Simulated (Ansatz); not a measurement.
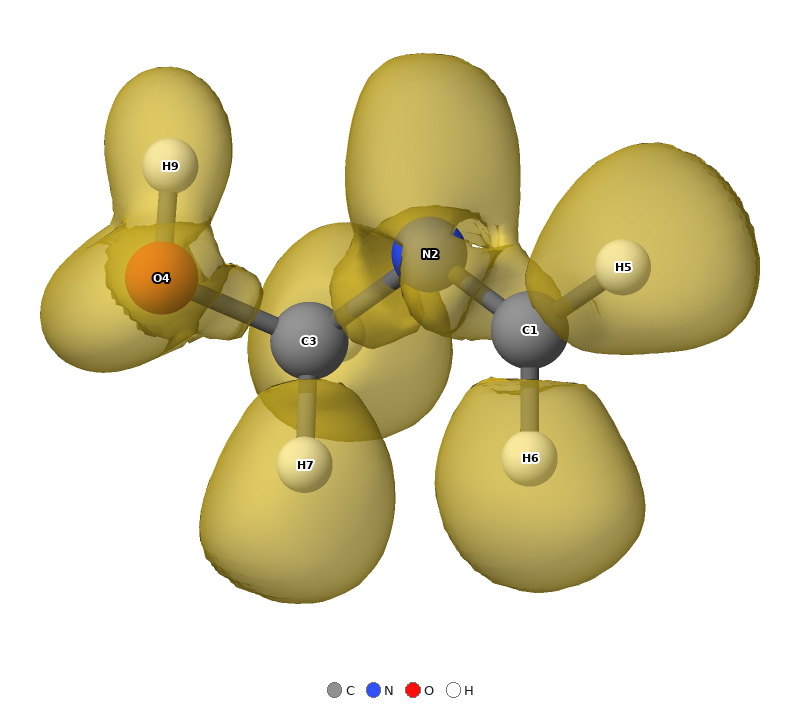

C$_{2}$H$_{5}$NO (SMILES C=NCO). Isosurface of the electron localisation function at 0.75 (yellow), seen at a tilt. Only the valence region is drawn (cores and ρ < 0.01 e/Å³ removed).

Geometry: PBE0-D4/def2-TZVP.

The calculation used RKS PBE0-D4/def2-TZVPP in Ansatz 0.2.0.

Input file:

```
crystal:
  periodic: [false, false, false]
  atoms:
    - {symbol: C, position_ang: [-1.508479, -0.132905, 0.095960]}
    - {symbol: N, position_ang: [-0.379936, -0.601674, -0.198795]}
    - {symbol: C, position_ang: [0.752762, 0.289828, -0.184719]}
    - {symbol: O, position_ang: [1.810819, -0.275199, 0.531015]}
    - {symbol: H, position_ang: [-2.381001, -0.785181, 0.077288]}
    - {symbol: H, position_ang: [-1.670535, 0.916731, 0.376459]}
    - {symbol: H, position_ang: [0.532566, 1.254068, 0.292592]}
    - {symbol: H, position_ang: [1.028214, 0.472022, -1.234122]}
    - {symbol: H, position_ang: [1.903990, -1.183991, 0.227322]}
basis:
  gaussian: {orbitals: def2-TZVPP}
hamiltonian: {xc: pbe0, dispersion: d4}
output: {orbitals: {seedname: orbitals}}
```

Launched as:

```sh
ansatz run in.yaml --threads 2 --pin off --events-out ev --progress --plain --max-ram 4352MiB
```

Q: Describe the localisation domains.

A: The ELF exceeds this value in four regions around hydrogen nuclei, one region on N in which the atom's valence shell and bonds are merged and one joined region spread over several atoms (H, O), in which their bonds and any lone pairs are merged.

Values along the shortest contacts:
C–N (1.26 Å): the ELF peaks at about 0.90 between the atoms: a short, multiple covalent bond. C–O (1.40 Å): the ELF peaks at about 0.90 between the atoms; a polar covalent bond.
